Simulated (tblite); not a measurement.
# Geometry relaxation, with input and output: C5H11BO (part 2 of 2)

The same run, continued: C5H11BO, SMILES COB(C)C1CC1; GFN2-xTB geometry optimisation, gas phase (tblite 0.8.0). 

**Trajectory as extended XYZ, continued**
```
18
Properties=species:S:1:pos:R:3:forces:R:3 step=116 energy=-588.17782
C     2.6608    0.5865    0.0443    0.0130  -0.0100  -0.0030
O     1.3068    0.8556   -0.2177   -0.0250   0.0110   0.0060
B     0.3316   -0.0594   -0.2732    0.0170  -0.0180   0.0260
C     0.6091   -1.6229   -0.1013    0.0380  -0.0600   0.0330
C    -1.1154    0.5266   -0.5408    0.0210  -0.0210  -0.0060
C    -1.9012    1.1667    0.5775   -0.0070  -0.0120  -0.0170
C    -2.3711   -0.1180   -0.0249    0.0010  -0.0010  -0.0110
H     2.9973   -0.3262   -0.4545    0.0020   0.0260  -0.0020
H     2.8208    0.4767    1.1209   -0.0190  -0.0110  -0.0120
H     3.2442    1.4359   -0.3134    0.0180   0.0020  -0.0180
H     1.3151   -1.9669   -0.8600   -0.0820  -0.0040   0.0100
H    -0.2900   -2.2291   -0.1868    0.0900   0.0360  -0.0030
H     1.0739   -1.8462    0.8608   -0.0700   0.0300  -0.0310
H    -1.2232    1.0323   -1.4959    0.0050   0.0100   0.0210
H    -1.4789    1.1468    1.5715   -0.0200  -0.0270  -0.0190
H    -2.4530    2.0693    0.3635   -0.0180   0.0150   0.0090
H    -3.2549   -0.1039   -0.6467    0.0140   0.0260   0.0080
H    -2.2806   -1.0176    0.5649    0.0200   0.0060   0.0110
18
Properties=species:S:1:pos:R:3:forces:R:3 step=135 energy=-588.19868
C     2.7031    0.5767   -0.1527    0.0340   0.0260  -0.0050
O     1.3428    0.8568   -0.3719   -0.0110   0.0020  -0.0250
B     0.3460   -0.0338   -0.2684    0.0590   0.0960  -0.0070
C     0.5684   -1.5693    0.0962   -0.0040  -0.0220   0.0010
C    -1.0906    0.5710   -0.5182   -0.0030  -0.0080  -0.0040
C    -1.9139    1.0682    0.6481   -0.0490  -0.0630   0.0020
C    -2.3572   -0.1338   -0.1204   -0.0090   0.0190   0.0010
H     3.0631   -0.1867   -0.8478    0.0010  -0.0250   0.0310
H     2.8644    0.2343    0.8742    0.0340   0.0020  -0.0660
H     3.2664    1.4973   -0.3218   -0.0420  -0.0140   0.0360
H     1.5554   -1.9299   -0.1965   -0.1180  -0.0170   0.0060
H    -0.1838   -2.2016   -0.3740    0.1140  -0.0010   0.0800
H     0.4883   -1.7131    1.1741   -0.0220  -0.0290  -0.0420
H    -1.1708    1.1977   -1.4005   -0.0030   0.0100   0.0040
H    -1.5248    0.9280    1.6446    0.0190  -0.0440   0.0200
H    -2.4635    1.9910    0.5351   -0.0040  -0.0120  -0.0310
H    -3.2207   -0.0435   -0.7610   -0.0330   0.0400  -0.0330
H    -2.2813   -1.1032    0.3493    0.0380   0.0410   0.0310
18
Properties=species:S:1:pos:R:3:forces:R:3 step=154 energy=-588.24595
C     2.7808    0.4895   -0.5272    0.0600  -0.0740  -0.0710
O     1.4082    0.7748   -0.6156    0.0220  -0.0130   0.0540
B     0.3854    0.0386   -0.1597    0.0360   0.0480  -0.0470
C     0.4966   -1.3860    0.5431    0.0190  -0.2160   0.0630
C    -1.0286    0.6830   -0.3988   -0.1590  -0.0360   0.0610
C    -2.0203    0.8472    0.7403    0.0530  -0.1110  -0.1080
C    -2.3093   -0.1241   -0.3543    0.0800   0.1270   0.0400
H     3.1218    0.0223   -1.4607   -0.0620   0.0440   0.1240
H     3.0246   -0.1730    0.3099   -0.0780   0.0200  -0.0680
H     3.3122    1.4349   -0.3932   -0.0200  -0.0060  -0.0210
H     1.4750   -1.5972    0.9894   -0.2670   0.0260  -0.0930
H     0.3042   -2.1686   -0.2052    0.0730   0.1980   0.2760
H    -0.2645   -1.4900    1.3227    0.2350  -0.0850  -0.1560
H    -1.0379    1.5068   -1.1082   -0.0300  -0.0420   0.0710
H    -1.7624    0.4454    1.7126    0.0290   0.0800  -0.1110
H    -2.5737    1.7744    0.7902   -0.0230  -0.0790  -0.0160
H    -3.0829    0.1063   -1.0728    0.0240   0.0320   0.0360
H    -2.2379   -1.1783   -0.1240    0.0080   0.0860  -0.0320
18
Properties=species:S:1:pos:R:3:forces:R:3 step=173 energy=-588.27475
C     2.7366    0.3502   -0.7198    0.0390  -0.0090   0.0220
O     1.3884    0.7351   -0.6826   -0.0070   0.0200  -0.0080
B     0.3836    0.0953   -0.0707    0.0040  -0.0290  -0.0170
C     0.5559   -1.2495    0.7740    0.0320  -0.0350   0.0100
C    -1.0196    0.7619   -0.2975   -0.0110   0.0210   0.0190
C    -2.1106    0.7481    0.7478   -0.0090   0.0000   0.0010
C    -2.2681   -0.0729   -0.4817   -0.0120   0.0170  -0.0040
H     2.9706   -0.0213   -1.7209    0.0050  -0.0140  -0.0020
H     2.9683   -0.4264    0.0119    0.0000  -0.0100  -0.0050
H     3.3540    1.2291   -0.5192   -0.0170   0.0090   0.0000
H     1.4123   -1.2134    1.4463   -0.0170   0.0230   0.0070
H     0.7193   -2.0977    0.1101    0.0090   0.0050  -0.0270
H    -0.3170   -1.4833    1.3753   -0.0140   0.0110   0.0040
H    -0.9930    1.6666   -0.8954   -0.0140  -0.0060  -0.0260
H    -1.9145    0.2477    1.6831    0.0040  -0.0220   0.0100
H    -2.7154    1.6360    0.8545   -0.0040   0.0070   0.0040
H    -2.9831    0.2466   -1.2257    0.0090  -0.0140   0.0050
H    -2.1765   -1.1457   -0.4011    0.0070   0.0250   0.0100
18
Properties=species:S:1:pos:R:3:forces:R:3 step=193 energy=-588.27649
C     2.7323    0.3237   -0.7444   -0.0100   0.0190   0.0100
O     1.3839    0.7146   -0.7186   -0.0150  -0.0160   0.0040
B     0.3805    0.0947   -0.0829    0.0120   0.0000   0.0010
C     0.5646   -1.2237    0.8017   -0.0020  -0.0090  -0.0150
C    -1.0229    0.7684   -0.2948    0.0110   0.0110   0.0210
C    -2.1120    0.7299    0.7525   -0.0060  -0.0060  -0.0080
C    -2.2724   -0.0611   -0.4961    0.0140   0.0100  -0.0150
H     2.9754   -0.0381   -1.7471    0.0030  -0.0030   0.0120
H     2.9528   -0.4609   -0.0175   -0.0030   0.0080  -0.0110
H     3.3455    1.2021   -0.5280    0.0070  -0.0170  -0.0040
H     1.3699   -1.1149    1.5268    0.0000   0.0000   0.0070
H     0.8168   -2.0793    0.1761    0.0160   0.0100  -0.0070
H    -0.3323   -1.4859    1.3538   -0.0080  -0.0080  -0.0010
H    -0.9981    1.6849   -0.8747   -0.0100  -0.0050  -0.0170
H    -1.9159    0.1994    1.6719    0.0000   0.0200  -0.0010
H    -2.7149    1.6161    0.8841    0.0020  -0.0100   0.0040
H    -2.9853    0.2707   -1.2359   -0.0060   0.0040   0.0100
H    -2.1767   -1.1344   -0.4387   -0.0040  -0.0090   0.0100
18
Properties=species:S:1:pos:R:3:forces:R:3 step=212 energy=-588.28148
C     2.7340    0.3389   -0.7130    0.0020   0.0030  -0.0010
O     1.3822    0.7195   -0.7233    0.0010  -0.0040   0.0000
B     0.3721    0.0776   -0.1210    0.0020   0.0020  -0.0020
C     0.5600   -1.2541    0.7424    0.0010   0.0020  -0.0040
C    -1.0313    0.7517   -0.3268    0.0010  -0.0010  -0.0040
C    -2.0786    0.7595    0.7642    0.0030   0.0030   0.0020
C    -2.2988   -0.0629   -0.4543   -0.0050   0.0000   0.0030
H     2.9959   -0.0757   -1.6902   -0.0020  -0.0020   0.0000
H     2.9504   -0.4028    0.0583   -0.0010   0.0030   0.0040
H     3.3378    1.2317   -0.5362    0.0010  -0.0010  -0.0020
H     1.2006   -1.0738    1.6052    0.0000   0.0000   0.0030
H     1.0334   -2.0420    0.1582    0.0010  -0.0020  -0.0040
H    -0.3791   -1.6489    1.1170   -0.0010  -0.0030   0.0070
H    -1.0171    1.6491   -0.9361    0.0010   0.0050   0.0000
H    -1.8474    0.2550    1.6898   -0.0030  -0.0010  -0.0010
H    -2.6636    1.6575    0.8951   -0.0020  -0.0020   0.0030
H    -3.0383    0.2622   -1.1705    0.0010  -0.0010  -0.0040
H    -2.2211   -1.1361   -0.3704   -0.0020  -0.0030  -0.0010
```

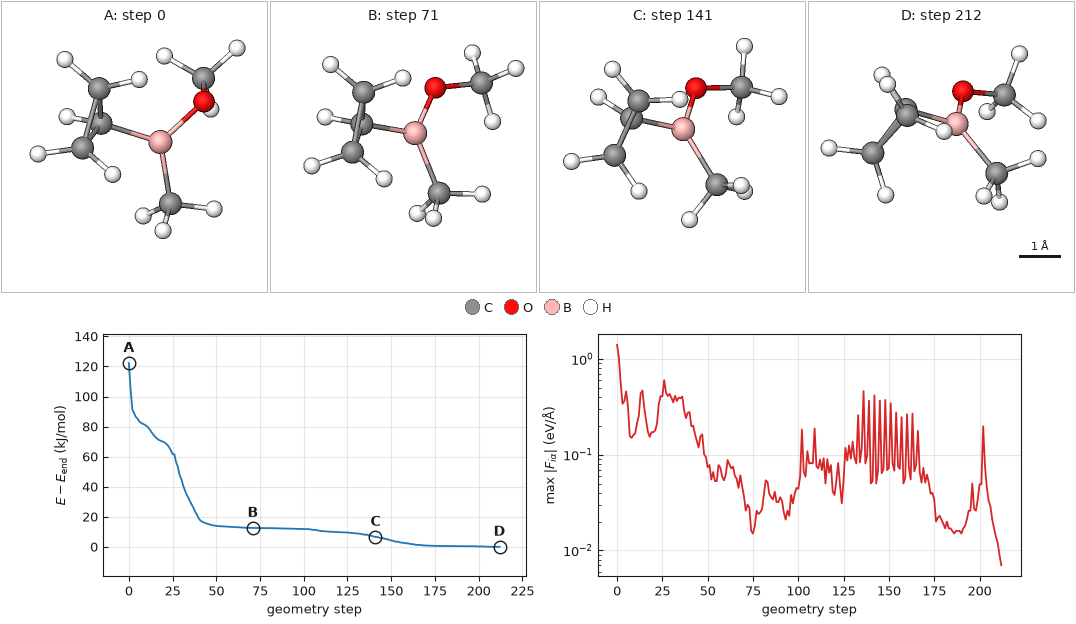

Figure 1. Frames of the relaxation (ball-and-stick view, seen at a tilt) above the curves, on which the letters mark them (steps are counted from 0).

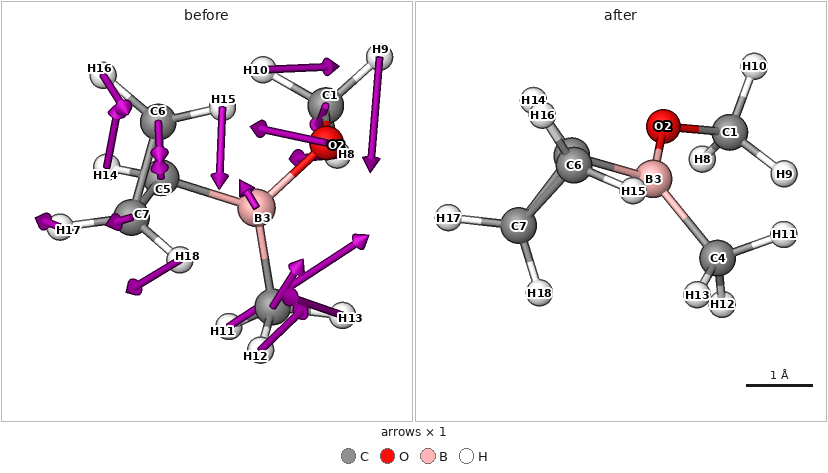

Figure 2. Before (left) and after (right) the relaxation, at one scale (ball-and-stick view, seen at a tilt). The pink arrows give the displacements, at true length. Over 212 geometry steps the energy falls by 122.2 kJ/mol. Largest force component: 1.4 eV/Å at the start, 0.007 eV/Å at the end. The atom that moves furthest after the best rigid fit is H11 (3.04 Å). By element the largest moves are H 3.04 Å, O 1.63 Å, C 1.07 Å, B 0.53 Å. Among the contacts that change: O2–B3 1.460 → 1.340 Å, B3–C5 1.606 → 1.570 Å, C5–H14 1.120 → 1.085 Å, C6–C7 1.513 → 1.486 Å. Among the angles that change: C1–O2–B3 109.3° → 126.3°, H17–C7–H18 121.9° → 113.6°, H15–C6–H16 121.0° → 113.6°. (Atoms are counted from 1 in the order of the input.)

This output came from the following input.

**Input**
```
{"job": {"kind": "relax", "xc": "GFN2-xTB", "basis": "xTB"}, "charge": 0, "multiplicity": 1}
C      2.376400     0.785700     0.253000
O      1.316700     0.237000     1.004800
B      0.366000    -0.405500     0.101500
C      0.523800    -1.925400    -0.306500
C     -0.851500     0.451600    -0.501400
C     -1.646700     1.279200     0.490600
C     -2.233100     0.001600    -0.069700
H      2.929600     0.011800    -0.310400
H      3.095800     1.260000     0.949600
H      1.994100     1.585600    -0.426600
H      0.648500    -2.019900    -1.398500
H     -0.379200    -2.504300     0.016000
H      1.411800    -2.355300     0.217300
H     -0.808000     0.845400    -1.549300
H     -1.334700     1.211300     1.560100
H     -2.095100     2.204800     0.085300
H     -3.039300     0.173800    -0.806500
H     -2.283800    -0.831000     0.679000
```

The first line tells a small driver script what to run in tblite; the rest is the geometry in Å.

Run as:
```bash
OMP_NUM_THREADS=1 python <driver script> task.json out
```

**Results in brief**

| quantity | value |
| --- | --- |
| outcome | converged |
| total energy | −588.2815 eV |
| hardware | 1 CPU thread, shared host |
| wall time | 1.9 s |
| peak memory | 0.18 GiB |
